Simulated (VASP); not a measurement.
Band structure of NbC (relaxed from the NiAs type structure, space group P6_3/mmc). Calculation: PBEsol GGA, VASP's PBE PAW potentials (set 64) (plane waves; VASP).

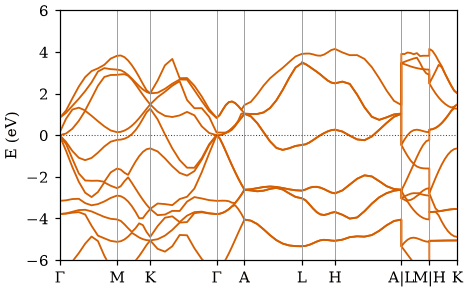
Figure: Bands along high-symmetry lines, zero at the valence-band maximum or, without a gap, the Fermi level

Q: Read the plot: is there a gap, and where are the band edges?

A: It has no gap at this level: it comes out as a metal or semimetal. (Edges off the drawn lines would not show.)

The structure was generated: NbC was put into the NiAs type type (P6_3/mmc), which need not be its known phase. It was relaxed first, which changed the volume by -31 %.
